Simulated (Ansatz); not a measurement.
# Quasi-harmonic thermodynamics of GaAs (F-43m), part 2 of 4

How much does GaAs expand with temperature?

What experiment has found for this phase:
- volume expansion coefficient 16.2 1e-6/K, heat capacity C_P per formula unit 46.8 J/mol/K and bulk modulus 74.8 GPa near room temperature (given in “High-Throughput Prediction of Finite-Temperature Properties using the Quasi-Harmonic Approximation”, 2016, arXiv:1603.06924)

Ansatz 0.2.0; DFT LDA, scalar-relativistic, plane waves, PAW.

So far. Step 2 (Probe on a coarse mesh): The start is under -1.9 GPa at this level and looks like an insulator or semiconductor on this mesh. Step 4 (Relaxing to small residual forces and stress): The residual pressure is 0.0036 GPa, small enough for phonons. The relaxed cell has a = 5.603 Å (conventional setting).

## Step 5: Phonons on strained cells, cutoff 487.2 eV, k-mesh 12×12×12

The study relaxes the crystal at several strains, solves the phonons on some of them and minimises the free energy at each temperature (static energy, vibrations, the electrons in a metal, and PV under a set pressure); the q-mesh sets how far the force constants reach.

Contents of input.yaml:

```yaml
crystal:
  lattice:
    - [0.0, 2.8015748695, 2.8015748695]
    - [2.8015748695, 0.0, 2.8015748695]
    - [2.8015748695, 2.8015748695, 0.0]
  atoms:
    - { symbol: Ga, position: [0.0, 0.0, 0.0] }
    - { symbol: As, position: [0.25, 0.25, 0.25] }
kpoints:
  mp_grid: { grid: [12, 12, 12] }
hamiltonian:
  xc: lda
scf:
  occupations: { method: fixed }
  lower_state_search: "off"
output:
  eigenvalues: true
phonons:
  method: dfpt
  qmesh: [2, 2, 2]
  temperatures: { t_max: 800.0, t_step: 50 }
  thermal_expansion: {}
```

On the command line:

```
$ ansatz run input.yaml --threads 8 --pin off --max-ram 16384MiB --backend cpu --events-out ev --progress --plain --runs-dir out
```

Numbers of over 12 decimals in the logs are rounded to 6 here.

The program printed:

```text
Warning: phonons: the dynamical matrix that this run interpolates holds no multipole term above the dipole-dipole one, and a site of this crystal is no centre of inversion, so its interpolated transverse optical and acoustic branches and sound speeds can stay off near Gamma, and the density of states and the thermodynamics with them. What a run solves at a wave vector of phonons.qpoints, Gamma apart, where the deck admits one, is free of this, and under fd what a larger phonons.supercell samples
[...]
Crystal: 2 atoms, lattice volume = 43.978 Å³
Basis set: ecut = 487.2 eV, 1067 PW (Γ), exchange–correlation on 60×60×60 points (8 copies of the dense FFT grid, shifted against one another)
Bands: 18, of which v1, the nominal top of the filled ones, is band 14 counted from 1 (13 counted from 0)
Symmetry: 24 space group operations
[...]
k-points: 72 of 1728 (time reversal used)
[...]
SCF iter   1: F=—  HF=-8481.302177 eV  |F-HF|=—  |Δ(HF+E_count)|=         —  Δρ=5.15e-3  dr2=7.67e-3  ethr=1.77e-3  ⟨swp⟩=4.8  Hψ=5404  notcnv=0  defer=130
[...]
SCF iter   8: F=-8481.298850 eV  HF=-8481.298850 eV  |F-HF|=1.82e-11  |Δ(HF+E_count)|=  1.46e-11  Δρ=1.97e-7  dr2=9.08e-12  ethr=1.00e-12  ⟨swp⟩=5.4  Hψ=7654  notcnv=0
SCF 1 converged in 8 iterations: F = -8481.298850 eV  dr2 = 9.08e-12
[...]
relax step   1: F+E_penalty+E_count = -8481.29885028 eV  Δ(F+E_penalty+E_count) = +0.000e0 eV  max|allowed force component| = 9.252e-17 eV/Å  Δτ_max = 0.0000 Å  (8 SCF iters, accepted)
SCF converged after 8 iterations
Free energy (F): -8481.298850 eV
[...]
Internal energy: -8481.298850 eV  (E = F + TS)
E sigma→0 (E₀):  -8481.298850 eV
Fermi energy:    8.239243 eV
[...]
--- Stress (GPa, compression-positive) ---
        0.002186       0.000000      -0.000000
       -0.000000       0.002186       0.000000
       -0.000000       0.000000       0.002186
  P = ⅓ Tr σ = 0.0022 GPa (0.022 kbar)
--- Band table (eV; the first three rows and the last of 72) ---
  k-point 0: bands = [... 10 lower, -4.7393, 8.2392, 8.2392, 8.2392, 8.7266, 11.9348, 11.9348, 11.9348]
  k-point 1: bands = [... 10 lower, -4.6543, 6.9862, 8.1200, 8.1200, 9.5855, 12.0886, 12.1099, 12.1099]
  k-point 2: bands = [... 10 lower, -4.4068, 5.4507, 7.8412, 7.8412, 9.8353, 12.4991, 12.4991, 12.8995]
  k-point 71: bands = [... 10 lower, -2.0650, 1.4380, 4.5563, 4.7471, 12.8927, 12.9013, 13.6279, 14.2081]
── thermal expansion: 3 new cells, 3 in all ──
thermal expansion: relaxation of cell 2
thermal expansion: relaxation of cell 3
── thermal expansion: 2 new cells, 5 in all ──
thermal expansion: relaxation of cell 4
thermal expansion: electrons of cell 4
thermal expansion: phonons of cell 4
thermal expansion: relaxation of cell 5
thermal expansion: electrons of cell 1
thermal expansion: electrons of cell 2
thermal expansion: electrons of cell 3
thermal expansion: electrons of cell 5
thermal expansion: phonons of cell 5
── thermal expansion: 5 new cells, 10 in all ──
thermal expansion: relaxation of cell 6
thermal expansion: relaxation of cell 7
thermal expansion: relaxation of cell 8
thermal expansion: relaxation of cell 9
thermal expansion: relaxation of cell 10
thermal expansion: electrons of cell 6
thermal expansion: electrons of cell 7
thermal expansion: electrons of cell 8
thermal expansion: electrons of cell 9
thermal expansion: electrons of cell 10
thermal expansion: phonons of cell 6
thermal expansion: phonons of cell 7
WARN: thermal expansion: narrow_supercell: the supercell is narrow for a crystal that has a band gap and may be polar, so the expansion can be far off: type phonons.supercell or phonons.qmesh [3, 3, 3] or more in a new run
--- Relaxed structure (1 steps of the walk, 1 accepted, 0 SCFs on fresh bases) ---
  F+E_penalty+E_count = -8481.29885028 eV   max|allowed force component| = 9.252e-17 eV/Å
  atoms:
    - { symbol: Ga, position: [0.0, 0.0, 0.0] }
    - { symbol: As, position: [0.25, 0.25, 0.25] }
--- Thermal expansion: 10 cells in 3 rounds, 0 GPa ---
  no lower state was looked for at cell 4: scf.lower_state_search: off
  without vibrations: a 3.96206, b 3.96206, c 3.96206 Å, V 43.9794 Å³, B 74.25 GPa
  at 0 K: a 3.96678, b 3.96678, c 3.96678 Å, V 44.1366 Å³, B 73.29 GPa
  zero-point expansion: a +0.119, b +0.119, c +0.119, V +0.357 %
      T/K        a/Å        b/Å        c/Å       V/Å³ | expansion of a, b, c, V (1e-6/K)   | that of V in the mean from 25 °C | C_P, C_V (J/mol K of the cell) | B_T, B_S (GPa)
     0.00    3.96678    3.96678    3.96678    44.1366 |    0.00    0.00    0.00    0.00 |    6.69 |     0.000     0.000 |    73.29    73.29
   100.00    3.96663    3.96663    3.96663    44.1315 |    1.08    1.08    1.08    3.23 |   10.64 |    29.127    29.124 |    72.91    72.91
   200.00    3.96771    3.96771    3.96771    44.1677 |    3.85    3.85    3.85   11.56 |   13.14 |    42.533    42.481 |    71.99    72.08
   298.15    3.96942    3.96942    3.96942    44.2247 |    4.78    4.78    4.78   14.33 |       - |    46.412    46.296 |    71.00    71.18
   350.00    3.97043    3.97043    3.97043    44.2586 |    5.04    5.04    5.04   15.13 |   14.76 |    47.389    47.238 |    70.47    70.69
   450.00    3.97251    3.97251    3.97251    44.3281 |    5.39    5.39    5.39   16.17 |   15.39 |    48.477    48.259 |    69.44    69.75
   550.00    3.97470    3.97470    3.97470    44.4015 |    5.64    5.64    5.64   16.91 |   15.87 |    49.079    48.791 |    68.41    68.81
   650.00    3.97698    3.97698    3.97698    44.4781 |    5.84    5.84    5.84   17.52 |   16.28 |    49.463    49.103 |    67.38    67.87
   750.00    3.97934    3.97934    3.97934    44.5573 |    6.02    6.02    6.02   18.07 |   16.64 |    49.738    49.302 |    66.36    66.94
   800.00    3.98055    3.98055    3.98055    44.5978 |    6.11    6.11    6.11   18.33 |   16.81 |    49.852    49.377 |    65.85    66.48
  the static fit leaves 0.000 meV an atom of the energies and, of the stresses, 0.000 GPa of each cell's largest along a strain (root mean squares over the cells), whose Pulay part it has at -0.012 GPa
  vibrations' free energy: its fit passes through its cells
  the electrons' free energy at temperature is in it; its fit leaves 0.0001 meV an atom at the most
  free energies summed between the sampled wave vectors
  estimated error of the fitted expansion in any direction: up to 0.025e-6/K, at 800 K, with few degrees of freedom (an estimate, not a bound: it was exceeded on models of known expansion)
  by sums over the sampled wave vectors an expansion of the volume parts by up to 4.66e-6/K
  by a static energy of one degree less an expansion of the volume parts by up to 0.01e-6/K
  band gaps on the cells' k-points are 0.250 to 0.715 eV
  narrow_supercell: the supercell is narrow for a crystal that has a band gap and may be polar, so the expansion can be far off: type phonons.supercell or phonons.qmesh [3, 3, 3] or more in a new run
```

Wall time 3.6 min (8 threads of Arm Neoverse V2, shared host); peak memory 1.6 GiB.

This step gave:

```yaml
pressure: 0.002186 GPa
gap_on_the_k_mesh: 0.4873 eV
volume_expansion_coefficient_at_298_k: 14.34 1e-6/K
c_p_at_298_k: 23.21 J/mol-atom/K
entropy_at_298_k: 33.04 J/mol-atom/K
isothermal_bulk_modulus_at_298_k: 71.00 GPa
grueneisen_parameter_at_298_k: 0.5855
volume_at_298_k: 22.11 Å³/atom
principal_linear_expansion_coefficients_at_298_k: 4.778, 4.778, 4.778 1e-6/K
```

Strained cells of the study; zero-point energy where phonons were solved; the pressures are stresses at a fixed cutoff and can carry an offset from the finite basis. Expansion cells, by row:

| cell | \|a\| (Å) | \|b\| (Å) | \|c\| (Å) | V (Å³/atom) | E - E_lowest (meV/atom) | pressure, compression positive (GPa) | gap (eV) | zero-point energy (meV/atom) |
| --- | --- | --- | --- | --- | --- | --- | --- | --- |
| 1 | 3.962 | 3.962 | 3.962 | 21.99 | 0 | -0.01 | 0.4873 | - |
| 2 | 3.994 | 3.994 | 3.994 | 22.52 | 2.844 | -1.689 | 0.3076 | - |
| 3 | 3.931 | 3.931 | 3.931 | 21.47 | 2.981 | 1.866 | 0.6702 | - |
| 4 | 3.962 | 3.962 | 3.962 | 22 | 0 | -0.031 | 0.4852 | 33.85 |
| 5 | 3.982 | 3.982 | 3.982 | 22.33 | 1.165 | -1.102 | 0.3723 | 33.3 |
| 6 | 3.972 | 3.972 | 3.972 | 22.15 | 0.265 | -0.54 | 0.4324 | 33.59 |
| 7 | 3.99 | 3.99 | 3.99 | 22.46 | 2.247 | -1.51 | 0.3275 | 33.09 |
| 8 | 3.923 | 3.923 | 3.923 | 21.35 | 4.605 | 2.348 | 0.7145 | - |
| 9 | 3.943 | 3.943 | 3.943 | 21.67 | 1.117 | 1.118 | 0.5993 | - |
| 10 | 4.004 | 4.004 | 4.004 | 22.7 | 4.969 | -2.196 | 0.2496 | - |

Quasi-harmonic; a, b, c are the run's own cell vectors. Expansion, by row:

| T (K) | a (Å) | b (Å) | c (Å) | alpha (deg) | beta (deg) | gamma (deg) | cell volume (Å³/cell) | alpha_a (1e-6/K) | alpha_b (1e-6/K) | alpha_c (1e-6/K) | alpha_V (1e-6/K) | C_P (J/mol-atom/K) | C_V (J/mol-atom/K) | S (J/mol-atom/K) | B_T (GPa) | B_S (GPa) | Grueneisen | extrapolation | fit error (1e-6/K) |
| --- | --- | --- | --- | --- | --- | --- | --- | --- | --- | --- | --- | --- | --- | --- | --- | --- | --- | --- | --- |
| 0 | 3.967 | 3.967 | 3.967 | 60 | 60 | 60 | 44.14 | 0 | 0 | 0 | 0 | 0 | 0 | 0 | 73.29 | 73.29 | - | 0 | 0 |
| 50 | 3.967 | 3.967 | 3.967 | 60 | 60 | 60 | 44.13 | -1.11 | -1.11 | -1.11 | -3.32 | 6.954 | 6.954 | 4.174 | 73.21 | 73.22 | -0.465 | 0 | 0 |
| 100 | 3.967 | 3.967 | 3.967 | 60 | 60 | 60 | 44.13 | 1.08 | 1.08 | 1.08 | 3.23 | 14.56 | 14.56 | 11.46 | 72.91 | 72.91 | 0.215 | 0 | 0 |
| 150 | 3.967 | 3.967 | 3.967 | 60 | 60 | 60 | 44.15 | 2.87 | 2.87 | 2.87 | 8.6 | 19.01 | 19 | 18.31 | 72.47 | 72.51 | 0.436 | 0 | 0 |
| 200 | 3.968 | 3.968 | 3.968 | 60 | 60 | 60 | 44.17 | 3.85 | 3.85 | 3.85 | 11.56 | 21.27 | 21.24 | 24.12 | 71.99 | 72.08 | 0.521 | 0 | 0.01 |
| 250 | 3.969 | 3.969 | 3.969 | 60 | 60 | 60 | 44.2 | 4.42 | 4.42 | 4.42 | 13.27 | 22.5 | 22.45 | 29.01 | 71.49 | 71.62 | 0.562 | 0 | 0.01 |
| 298.1 | 3.969 | 3.969 | 3.969 | 60 | 60 | 60 | 44.22 | 4.78 | 4.78 | 4.78 | 14.33 | 23.21 | 23.15 | 33.04 | 71 | 71.18 | 0.586 | 0 | 0.01 |
| 300 | 3.969 | 3.969 | 3.969 | 60 | 60 | 60 | 44.23 | 4.79 | 4.79 | 4.79 | 14.37 | 23.23 | 23.17 | 33.18 | 70.98 | 71.16 | 0.586 | 0 | 0.01 |
| 350 | 3.97 | 3.97 | 3.97 | 60 | 60 | 60 | 44.26 | 5.04 | 5.04 | 5.04 | 15.13 | 23.69 | 23.62 | 36.8 | 70.47 | 70.69 | 0.602 | 0 | 0.02 |
| 400 | 3.971 | 3.971 | 3.971 | 60 | 60 | 60 | 44.29 | 5.24 | 5.24 | 5.24 | 15.71 | 24.01 | 23.92 | 39.99 | 69.95 | 70.22 | 0.613 | 0 | 0.02 |
| 450 | 3.973 | 3.973 | 3.973 | 60 | 60 | 60 | 44.33 | 5.39 | 5.39 | 5.39 | 16.17 | 24.24 | 24.13 | 42.83 | 69.44 | 69.75 | 0.621 | 0 | 0.02 |
| 500 | 3.974 | 3.974 | 3.974 | 60 | 60 | 60 | 44.36 | 5.52 | 5.52 | 5.52 | 16.56 | 24.41 | 24.28 | 45.39 | 68.92 | 69.28 | 0.628 | 0 | 0.02 |
| 550 | 3.975 | 3.975 | 3.975 | 60 | 60 | 60 | 44.4 | 5.64 | 5.64 | 5.64 | 16.91 | 24.54 | 24.4 | 47.73 | 68.41 | 68.81 | 0.634 | 0 | 0.02 |
| 600 | 3.976 | 3.976 | 3.976 | 60 | 60 | 60 | 44.44 | 5.74 | 5.74 | 5.74 | 17.22 | 24.64 | 24.48 | 49.87 | 67.89 | 68.34 | 0.639 | 0 | 0.01 |
| 650 | 3.977 | 3.977 | 3.977 | 60 | 60 | 60 | 44.48 | 5.84 | 5.84 | 5.84 | 17.52 | 24.73 | 24.55 | 51.84 | 67.38 | 67.87 | 0.644 | 0 | 0.01 |
| 700 | 3.978 | 3.978 | 3.978 | 60 | 60 | 60 | 44.52 | 5.93 | 5.93 | 5.93 | 17.8 | 24.8 | 24.61 | 53.68 | 66.87 | 67.41 | 0.648 | 0 | 0.01 |
| 750 | 3.979 | 3.979 | 3.979 | 60 | 60 | 60 | 44.56 | 6.02 | 6.02 | 6.02 | 18.07 | 24.87 | 24.65 | 55.39 | 66.36 | 66.94 | 0.653 | 0 | 0.02 |
| 800 | 3.981 | 3.981 | 3.981 | 60 | 60 | 60 | 44.6 | 6.11 | 6.11 | 6.11 | 18.33 | 24.93 | 24.69 | 57 | 65.85 | 66.48 | 0.657 | 0 | 0.03 |

The expansion coefficient by temperature; values in 1e-6/K:

| temperature (K) | volume | principal 1 |
| --- | --- | --- |
| 0 | 0 | 0 |
| 50 | -3.32 | -1.11 |
| 100 | 3.23 | 1.08 |
| 150 | 8.6 | 2.87 |
| 200 | 11.6 | 3.85 |
| 250 | 13.3 | 4.42 |
| 298 | 14.3 | 4.78 |
| 300 | 14.4 | 4.79 |
| 350 | 15.1 | 5.04 |
| 400 | 15.7 | 5.24 |
| 450 | 16.2 | 5.39 |
| 500 | 16.6 | 5.52 |
| 550 | 16.9 | 5.64 |
| 600 | 17.2 | 5.74 |
| 650 | 17.5 | 5.84 |
| 700 | 17.8 | 5.93 |
| 750 | 18.1 | 6.02 |
| 800 | 18.3 | 6.11 |

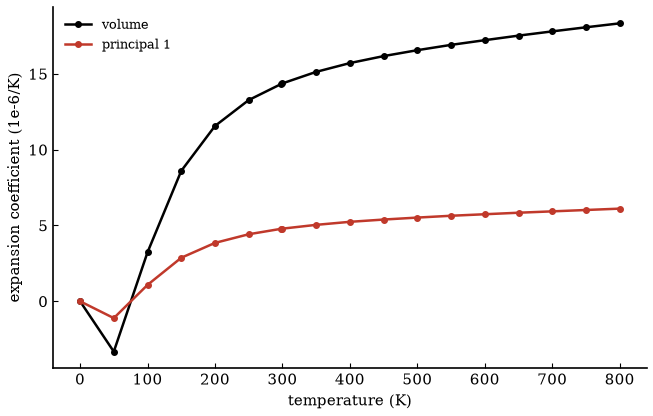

Expansion coefficient against temperature.

At 298 K the volume expansion is 14.3 × 10⁻⁶/K and B_T is 71.0 GPa. The log warns that this q-mesh is too narrow, so the figure can be far off. The program raised the cutoff to 487.2 eV by itself: with no cutoff typed, the study takes about 1.16 times the default for its relaxations and scales it with the volume for the phonons.

[end of part 2 of 4]

[Logs are printed without paths, hosts, clocks, repeated set-up lines and the standing remarks that a program may print on its own settings, such as how far it seeks lower states.]

[Hosts, paths, dates, database ids (printed as entryN), source tags and the programs' standing remarks are cut or masked in the printed files.]

[A step with changed settings may run another functional than the one named; its input shows which.]
